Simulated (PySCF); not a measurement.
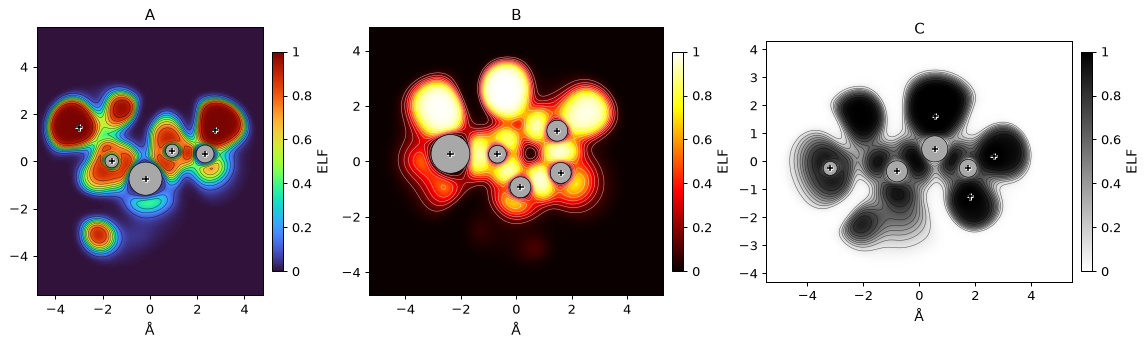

The ELF of 3 systems, each on a plane through atoms (crosses mark nuclei in the plane; grey discs cover the cores).

Theory: PBE0/pcSseg-1, SCF density, gas phase, non-relativistic in PySCF 2.14.0.

System 1: C6H13BFN, the plane of atoms H13, N4 and H14. Geometry: GFN2-xTB.

```
atom    x (Å)    y (Å)    z (Å)
   C  -2.0759  -0.7471  -1.4684
   C  -1.3944  -0.6428  -0.3304
   B  -1.8118   0.3309   0.8301
   N  -2.3682   1.5555   0.5191
   C  -0.1781  -1.5087  -0.1129
   F  -0.2121  -2.6368  -0.9261
   C   1.1258  -0.7623  -0.4147
   C   1.4713   0.2723   0.6501
   C   2.7685   1.0005   0.3181
   H  -2.9582  -0.1561  -1.6527
   H  -1.8098  -1.4501  -2.2424
   H  -1.6731   0.0360   1.9570
   H  -2.5128   1.8669  -0.4275
   H  -2.6871   2.2214   1.2023
   H  -0.1649  -1.8944   0.9150
   H   1.9283  -1.5012  -0.4811
   H   1.0337  -0.2786  -1.3903
   H   0.6541   0.9917   0.7332
   H   1.5726  -0.2254   1.6171
   H   3.5918   0.2944   0.2336
   H   3.0123   1.7202   1.0959
   H   2.6778   1.5330  -0.6259
```

System 2: C5H12O2Si, the plane of atoms Si3, O4 and C5. Geometry: GFN2-xTB.

```yaml
atoms:
  - { symbol: C, position_ang: [-1.4115, -2.3770, -0.6041] }
  - { symbol: O, position_ang: [-0.3762, -1.4967, -0.2758] }
  - { symbol: Si, position_ang: [-0.4758, -0.0448, 0.4257] }
  - { symbol: O, position_ang: [-1.5637, 0.8073, -0.4393] }
  - { symbol: C, position_ang: [-1.9323, 2.1453, -0.2917] }
  - { symbol: C, position_ang: [1.2703, 0.6428, 0.3487] }
  - { symbol: C, position_ang: [2.4128, -0.0866, 1.0000] }
  - { symbol: C, position_ang: [2.3398, -0.0083, -0.4856] }
  - { symbol: H, position_ang: [-1.8253, -2.8321, 0.2988] }
  - { symbol: H, position_ang: [-0.9962, -3.1571, -1.2437] }
  - { symbol: H, position_ang: [-2.2099, -1.8568, -1.1348] }
  - { symbol: H, position_ang: [-0.9462, -0.1345, 1.8169] }
  - { symbol: H, position_ang: [-2.3302, 2.3314, 0.7086] }
  - { symbol: H, position_ang: [-1.0763, 2.8038, -0.4545] }
  - { symbol: H, position_ang: [-2.7011, 2.3658, -1.0332] }
  - { symbol: H, position_ang: [1.3346, 1.7237, 0.4114] }
  - { symbol: H, position_ang: [2.2015, -1.0353, 1.4679] }
  - { symbol: H, position_ang: [3.1660, 0.4952, 1.5116] }
  - { symbol: H, position_ang: [2.0724, -0.9028, -1.0245] }
  - { symbol: H, position_ang: [3.0421, 0.6273, -1.0054] }
```

System 3: C5H13NSi, the plane of atoms C3, C2 and N6. Geometry: GFN2-xTB.

| atom | x (Å) | y (Å) | z (Å) |
| --- | --- | --- | --- |
| C | 0.1166 | 1.9535 | -0.2753 |
| C | -0.0171 | 0.5070 | -0.7535 |
| C | -1.4971 | 0.0746 | -0.8354 |
| C | -1.5836 | -1.1943 | 0.0162 |
| C | -0.4217 | -1.0122 | 0.9885 |
| N | 0.6051 | -0.4357 | 0.1566 |
| Si | 2.2837 | -0.5420 | 0.4562 |
| H | 1.1655 | 2.2354 | -0.2300 |
| H | -0.3136 | 2.0605 | 0.7181 |
| H | -0.3999 | 2.6255 | -0.9569 |
| H | 0.4769 | 0.4199 | -1.7283 |
| H | -2.1337 | 0.8545 | -0.4159 |
| H | -1.8105 | -0.1017 | -1.8626 |
| H | -2.5445 | -1.3023 | 0.5159 |
| H | -1.4036 | -2.0769 | -0.5981 |
| H | -0.0751 | -1.9473 | 1.4285 |
| H | -0.7118 | -0.3335 | 1.8051 |
| H | 2.9331 | -0.2657 | -0.8259 |
| H | 2.5193 | -1.9074 | 0.9279 |
| H | 2.8069 | 0.3989 | 1.4658 |

> Match each panel to its system.

Panel A is system 2, C5H12O2Si: the plane holds O, Si, C and H. C–O (1.40 Å): the ELF peaks at about 0.90 between the atoms (a shared but strongly polarised pair). Panel B is system 3, C5H13NSi: the plane holds C, N and Si. C–N (1.45 Å): the ELF peaks at about 0.90 between the atoms (a covalent bond). Panel C is system 1, C6H13BFN: the plane holds C, B, N, F and H. B–N (1.38 Å): the ELF peaks at about 0.95 between the atoms (a polar covalent bond).
